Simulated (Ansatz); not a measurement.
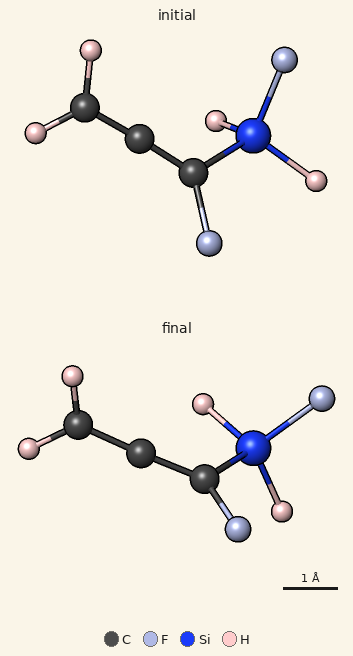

The structure of C3H4F2Si (coarse preliminary run) before (top) and after (bottom) a relaxation, at one scale.

A ball-and-stick model, seen at a tilt.

The start comes from a force field.

These are results of Ansatz 0.2.0, RKS PBE-D4/def2-SVP, not measurements. (force threshold 0.03 eV/Å; at most 200 steps)

Question: What changed between the two?

Answer: The largest move after the best rigid fit is that of an F atom, 0.93 Å. Largest moves by element: F 0.93 Å, H 0.90 Å, C 0.37 Å, Si 0.03 Å. Among the contacts that change: C–Si 1.806 → 1.880 Å, C–F 1.438 → 1.365 Å, C–H 1.046 → 1.105 Å, C–C 1.286 → 1.325 Å. Bond angles that change, for instance: C–C–H 116.5° → 121.4°, H–C–H 120.6° → 117.0°, C–Si–H 112.8° → 109.4°. Groups turn about C–Si by about 55°. Over 15 accepted moves (16 points after the start) the energy falls by 1.106 eV. The largest force component goes from 3 to 0.03 eV/Å. The line search rejected the trial step at point 14 of the run.
